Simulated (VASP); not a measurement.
Band structure of TiO2 (anatase). All values below come from PBE GGA with D3 dispersion (zero damping), VASP's PBE PAW potentials (set 64) (plane waves; VASP).

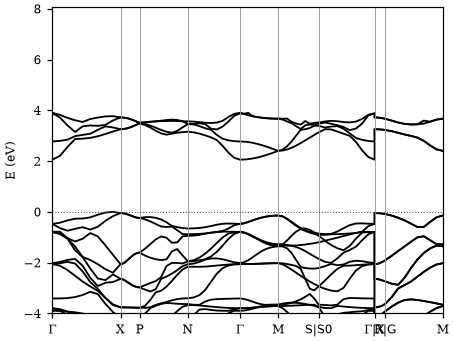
Figure. Bands along high-symmetry lines, zero at the valence-band maximum or, without a gap, the Fermi level

**Question.** Read the plot: is there a gap, and where are the band edges?

**Answer.** The gap is indirect, 2.06 eV, from the valence maximum at Γ-X at 0.89 to the conduction minimum at Γ. (Edges off the drawn lines would not show.)

The compound is TiO2 in the anatase structure, one of several forms; rutile is the usual stable one. It was relaxed first.
